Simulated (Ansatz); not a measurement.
# CaCu3: relaxing a made-up structure, part 2 of 2

This structure for CaCu3 is made up. Its elements were placed in a known structure type with a cell scaled to their sizes. What cell does the guess relax to, and how far off was it?

Ansatz 0.2.0; DFT, PBEsol, plane-wave PAW, files of the set soft_1, scalar-relativistic, ferromagnetic start, cell and ions relaxed at zero pressure; PAW set soft_1 (the session's first sound run).

So far: The starting structure; Relaxation of the guess. The relaxed cell has a = 3.975 Å (conventional setting).

### 3. Bands of the relaxed cell

A second self-consistent run takes a narrower smearing and the mesh shown in its input; the bands follow along the standard path of the relaxed lattice.

This step: DFT, PBEsol, plane-wave PAW, files of the set soft_1, scalar-relativistic, no spin, bands and density of states at the relaxed cell; PAW set soft_1 (Ansatz 0.2.0).

Input file input.yaml:

```yaml
crystal:
  lattice:
    - [3.9753235849, 0.0, 0.0]
    - [0.0, 3.9753235849, 0.0]
    - [0.0, 0.0, 3.9753235849]
  atoms:
    - { symbol: Cu, position: [0.5, 0.5, 0.0] }
    - { symbol: Cu, position: [0.5, 0.0, 0.5] }
    - { symbol: Cu, position: [0.0, 0.5, 0.5] }
    - { symbol: Ca, position: [0.0, 0.0, 0.0] }
kpoints:
  mp_grid: { grid: [8, 8, 8] }
  band_path:
    path:
      - [[0.0, 0.0, 0.0], [0.0, 0.5, 0.0], [0.5, 0.5, 0.0], [0.0, 0.0, 0.0], [0.5, 0.5, 0.5], [0.0, 0.5, 0.0]]
      - [[0.5, 0.5, 0.0], [0.5, 0.5, 0.5]]
    npoints: 13
scf:
  occupations: { method: fermi_dirac, width: 0.03 }
  n_extra_bands: 8
hamiltonian:
  xc: pbesol
  pseudopotentials: { kind: paw, azcp: { folder: soft_1 }, xc_functional: pbe }
output:
  forces: true
  stress: true
  write_bands: true
  dos: { projected: true }
  write_density: true
  write_potential: true
  elf: true
  volumetric_format: npy
```

Command:

```
ansatz run input.yaml --threads 4 --pin off --max-ram 8192MiB --backend cpu --events-out ev --progress --plain --runs-dir out
```

Numbers of over 12 decimals in the logs are rounded to 6 here.

What it wrote:

```text
[...]
Crystal: 4 atoms, lattice volume = 62.823 Å³
Basis set: ecut = 420 eV, 1237 PW (Γ), exchange–correlation on 54×54×54 points (8 copies of the dense FFT grid, shifted against one another)
Bands: 42, of which v1, the nominal top of the filled ones, is band 34 counted from 1 (33 counted from 0)
Symmetry: 48 space group operations
[...]
k-points: 35 of 512
[...]
SCF iter   1: F=—  HF=-21574.235427 eV  |F-HF|=—  |Δ(HF+E_count)|=         —  Δρ=6.02e-1  dr2=1.91e2  ethr=3.10e-3  ⟨swp⟩=9.0  Hψ=7101  notcnv=0
[...]
SCF iter  11: F=-21559.207445 eV  HF=-21559.207445 eV  |F-HF|=1.50e-9  |Δ(HF+E_count)|=   2.71e-9  Δρ=3.40e-6  dr2=6.50e-9  ethr=1.49e-10  ⟨swp⟩=12.2  Hψ=8724  notcnv=0
SCF 1 converged in 11 iterations: F = -21559.207445 eV  dr2 = 6.50e-9
[...]
NSCF: frozen V_eff on 80 k-points
SCF converged after 11 iterations
Free energy (F): -21559.207445 eV
[...]
Internal energy: -21559.201046 eV  (E = F + TS)
E sigma→0 (E₀):  -21559.204245 eV
Entropy (-TS):   -0.006399 eV (-1.600 meV/atom)
Fermi energy:    12.541953 eV
[...]
--- Stress (GPa, compression-positive) ---
       -0.016653       0.000000       0.000000
        0.000000      -0.016653       0.000000
        0.000000       0.000000      -0.016653
  P = ⅓ Tr σ = -0.0167 GPa (-0.167 kbar)
--- Band table (eV; the first three rows and the last of 35) ---
  k-point 0: bands = [... 30 lower, 10.5540, 10.5540, 14.2845, 14.2845, 14.3582, 14.3582, 14.3582, 17.6708, ... 4 higher]
  k-point 1: bands = [... 30 lower, 10.4454, 10.5541, 12.8548, 14.2997, 14.3861, 14.3861, 15.4592, 17.6564, ... 4 higher]
  k-point 2: bands = [... 30 lower, 10.2541, 10.5543, 11.3508, 14.3436, 14.3825, 14.3825, 16.3102, 17.6453, ... 4 higher]
  k-point 34: bands = [... 30 lower, 10.4156, 11.5489, 12.7699, 12.7699, 12.7699, 12.8083, 12.8083, 12.8083, ... 4 higher]
```

Wall time 2.9 s (4 threads of Arm Neoverse V2, shared host); peak memory 0.42 GiB; 10 s of CPU time.

Numbers from this step:

```yaml
free_energy: -21559.2074 eV
energy_at_zero_smearing: -21559.2042 eV
smearing_term_ts: 0.006399 eV
fermi_energy: 12.54 eV
pressure: -0.01665 GPa
```

From bands.tsv, the bands that come nearest the Fermi level along the path, at its corners, in eV from the Fermi level:

| point | band 30 | band 31 | band 32 | band 33 | band 34 | band 35 | band 36 | band 37 |
| --- | --- | --- | --- | --- | --- | --- | --- | --- |
| Γ | -1.99 | -1.99 | -1.99 | 1.74 | 1.74 | 1.82 | 1.82 | 1.82 |
| X | -2.61 | -2.54 | -2.28 | -1.99 | 1.70 | 1.70 | 1.89 | 4.96 |
| M | -2.64 | -2.61 | -2.46 | -1.35 | -0.77 | -0.77 | 2.75 | 2.75 |
| Γ | -1.99 | -1.99 | -1.99 | 1.74 | 1.74 | 1.82 | 1.82 | 1.82 |
| R | -2.13 | -2.13 | -0.99 | 0.23 | 0.23 | 0.23 | 0.27 | 0.27 |
| X | -2.61 | -2.54 | -2.28 | -1.99 | 1.70 | 1.70 | 1.89 | 4.96 |
| M | -2.64 | -2.61 | -2.46 | -1.35 | -0.77 | -0.77 | 2.75 | 2.75 |
| R | -2.13 | -2.13 | -0.99 | 0.23 | 0.23 | 0.23 | 0.27 | 0.27 |

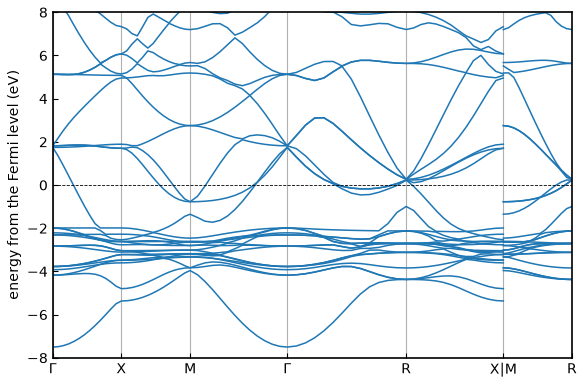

Bands along the path. 16 bands lie wholly below the window drawn.

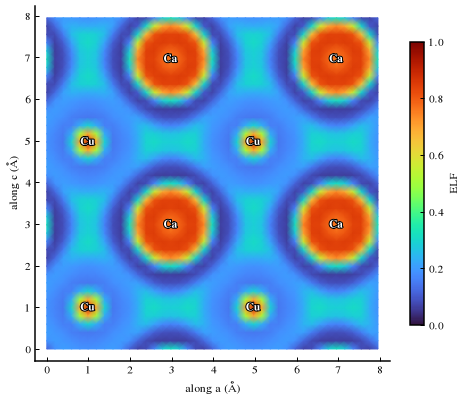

ELF in the ac plane at fractional y = 0.000, with atoms of Cu and Ca within 0.2 Å of it. It is the smooth field of the valence electrons, not physical close to the nuclei. The map starts off the cell's origin, so that atoms lie inside it.

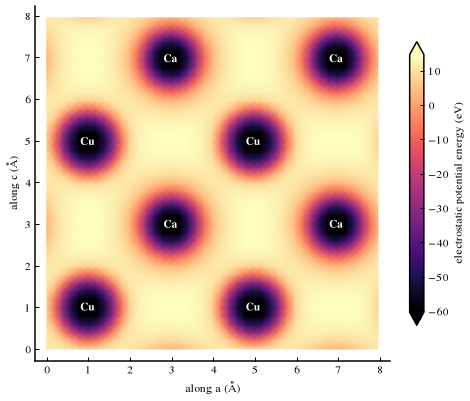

Electrostatic potential energy in the ac plane at fractional y = 0.000, with atoms of Cu and Ca within 0.2 Å of it. With pseudopotentials it is smooth inside the atoms' cores, unlike the true potential. The map starts off the cell's origin, so that atoms lie inside it.

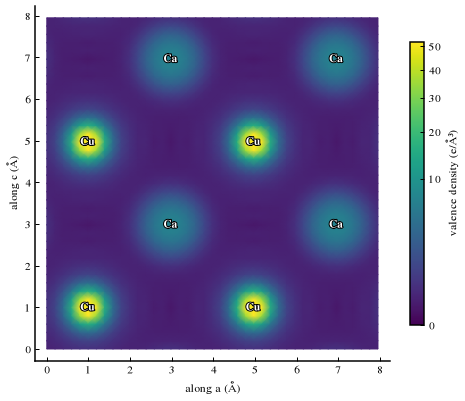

Valence density in the ac plane at fractional y = 0.000, with atoms of Cu and Ca within 0.2 Å of it. It is the smooth field of the valence electrons, not physical close to the nuclei. The map starts off the cell's origin, so that atoms lie inside it. The colour scale is stretched toward low values.

### 4. Outcome

```
space group, relaxed : Pm-3m
conventional cell    : a = 3.975, b = 3.975, c = 3.975 Å; α = 90.0°, β = 90.0°, γ = 90.0°
volume per atom      : 15.71 Å³ (guess 16.95)
total moment         : 0.00 μB in the cell of 4 atoms
```

What this shows: CaCu3 relaxes to Pm-3m with a = 3.975, b = 3.975 and c = 3.975 Å. The guessed volume was 8 % too large. The space group Pm-3m was held in the relaxation, so the end point is a stationary structure within it and may be a saddle against distortions or other arrangements. The moments died out from this one start and weren't seeded again at the relaxed cell. Bands cross the Fermi level, so it is a metal or semimetal at this level. The electron count is odd, which forces that without spin polarisation or a larger cell. On the 8×8×8 mesh with the narrower smearing (relaxed on 7×7×7) the forces vanish, as symmetry may demand, and the largest stress component is 0.017 GPa, within the relaxation's thresholds of 0.015 eV/Å and 0.05 GPa. The cutoff wasn't tested. No dispersion term is used, so weakly bound directions may come out too long. Nothing here tests whether the compound is stable against decomposition.

[Logs are printed without paths, hosts, clocks, repeated set-up lines and the standing remarks that a program may print on its own settings, such as how far it seeks lower states.]

[Hosts, paths, dates, database ids (printed as entryN), source tags and the programs' standing remarks are cut or masked in the printed files.]
